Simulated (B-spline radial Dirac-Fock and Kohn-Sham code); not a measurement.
# Inner shells of Ta⁶³⁺

What does theory give for the Ta⁶³⁺ ion? The session works out its X-ray form factor and Compton profile and the binding energy of each subshell.

The numbers are computed with B-spline radial Dirac-Fock and Kohn-Sham code (version 2): a free atom or ion on a radial basis; each step names its model.

## 1. The atom as given

The Ta⁶³⁺ ion, configuration [He] 2s2 2p6.

* nuclear charge: 73
* electrons: 10
* mass number: 181
* nuclear rms radius: 5.3507 fm

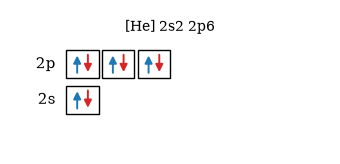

The shells outside the core; arrows follow Hund's rule for the drawing alone (heavy ions are jj-coupled), while the calculation averages over the configuration.

## 2. Form factor and Compton profile

Model: Dirac-Fock average of configuration, finite nucleus; form factor of the spherical density, Waller-Hartree incoherent function, impulse-approximation Compton profiles.

Recorded inputs:

```ini
task = scatter
Z = 73
charge = 63
configuration = 1s2 2s2 2p6
mass_number = 181
rms_radius = 5.3507  # fm
s = [0.0, 0.05, 0.1, 0.15, 0.2, 0.25, 0.3, 0.35, 0.4, 0.45, 0.5, 0.6, 0.7, 0.8, 0.9, 1.0, 1.1, 1.2, 1.4, 1.6, 1.8, 2.0, 2.5, 3.0, 3.5, 4.0, 5.0, 6.0]  # 1/A
pz = [0, 0.1, 0.15, 0.22, 0.32, 0.46, 0.68, 1.0, 1.5, 2.1, 3.2, 4.6, 6.8, 10.0, 15.0, 21.0, 31.0, 46.0, 68.0, 99.0, 150.0]  # a.u.
photon_energy = [1000, 5000, 8047.8, 20000, 30000, 50000, 100000, 500000]  # eV
```

## 3. Core and valence levels

Model: Dirac-Fock average of configuration, Delta-SCF, finite nucleus, first-order Breit with its frequency dependence, self-energy and vacuum polarisation.

Settings, as recorded:

```ini
task = binding
```

Before running it: what results should come out? Wanted: rms radius of the electron cloud; form factor halves at; Compton profile at zero; deepest level listed, K; least bound, L3; Kα1.

As calculated:

```
                             quantity          value
     rms radius of the electron cloud    0.0705 bohr
                form factor halves at        4.7 1/Å
              Compton profile at zero  0.2047 1/a.u.
         deepest level listed, K (1s)     73021.2 eV
              least bound, L3 (2p3/2)     15136.9 eV
                                  Kα1     57884.4 eV
ionisation energy, NIST (theoretical)     15137.0 eV
```

What this shows: The form factor starts at the 10 electrons and halves by s = 4.7 1/Å. Incoherent scattering outweighs coherent from 500 keV on, among the energies asked. The K (1s) level lies 23.6 eV under Koopmans' value by relaxation alone; Breit gives -210.22 and QED -115.34 eV. NIST's ionisation energy differs by +0.13 eV from the least binding energy, within its stated uncertainty. The Hartree-Fock and Dirac-Fock values hold no electron correlation.
